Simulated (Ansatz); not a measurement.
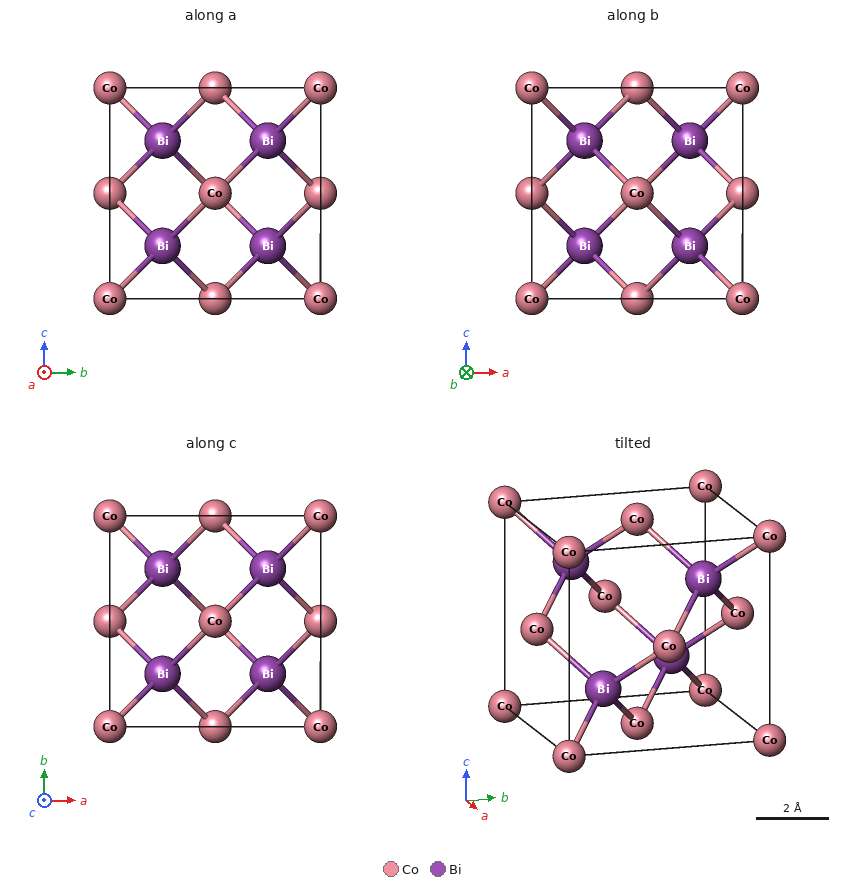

Ball-and-stick drawing of the structure, looking along the a axis, along the b axis, along the c axis and slightly off an axis. The conventional unit cell is outlined; an atom on or near a face, edge or corner is repeated at each equivalent position.

Lattice parameters: a = 5.923 Å, b = 5.923 Å, c = 5.923 Å, α = 90.00°, β = 90.00°, γ = 90.00°. Put a along x and b in the xy plane.

> Set out the cell and atoms as a POSCAR file.

```
Co Bi
1.0
     5.923    0.000    0.000
     0.000    5.923    0.000
     0.000    0.000    5.923
Co Bi
4 4
Direct
  0.0000 0.0000 0.0000
  0.0000 0.5000 0.5000
  0.5000 0.0000 0.5000
  0.5000 0.5000 0.0000
  0.2500 0.2500 0.7500
  0.2500 0.7500 0.2500
  0.7500 0.2500 0.2500
  0.7500 0.7500 0.7500
```

Its origin is a structure type filled with these elements by a generator (whether the compound takes this form wasn't checked). The cell was then strained or its atoms displaced on purpose. Ansatz was used for an electronic-structure calculation on it.
